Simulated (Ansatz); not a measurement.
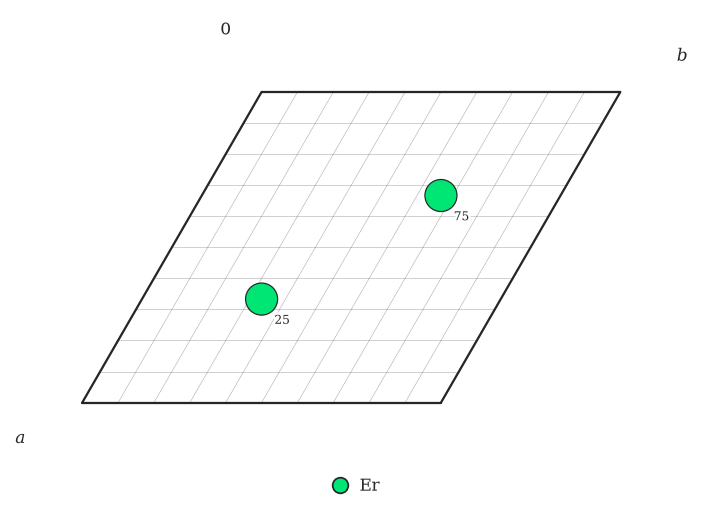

Plan of a unit cell projected along c (a down the page, b across); the numbers are heights in hundredths of c, and atoms on the cell's edges are repeated. The grid marks tenths of a and b. Source: the input geometry of an electronic-structure calculation (not necessarily at equilibrium). The drawing is computed from the coordinates (standard cell, symmetry found to 0.002 Å).

a = 3.594 Å, b = 3.594 Å, c = 5.806 Å, α = 90.00°, β = 90.00°, γ = 120.00°.

What does the cell contain?

2 Er: Er, Z = 2.

Which space group?

P6₃/mmc (No. 194), primitive hexagonal.

Give the independent sites, coordinates to two places.

```csv
atom,site,symmetry,x,y,z
Er,2d,-6m2,0.33,0.67,0.75
```
